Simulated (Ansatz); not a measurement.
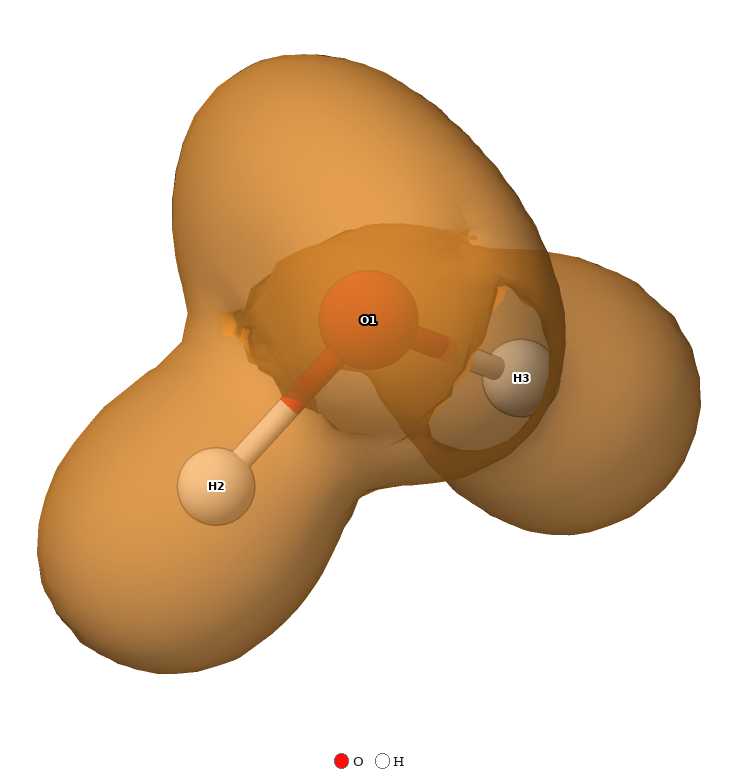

The picture shows: H₂O (SMILES O). Isosurface of the electron localisation function at 0.75 (orange), seen at an oblique angle. Only the valence region is drawn (cores and ρ < 0.01 e/Å³ removed).

Geometry: PBE0-D4/def2-TZVP.

All numbers below come from RKS PBE0-D4/def2-TZVPP (Ansatz).

What do the ELF domains correspond to?

Answer. At this value the surface marks out one joined region spread over several atoms (H, O), in which their bonds and any lone pairs are merged. Along the contacts the grid gives the following. O–H (0.96 Å): the ELF climbs to about 1 towards the hydrogen, as it does in any bond to H (an ordinary covalent bond to hydrogen).
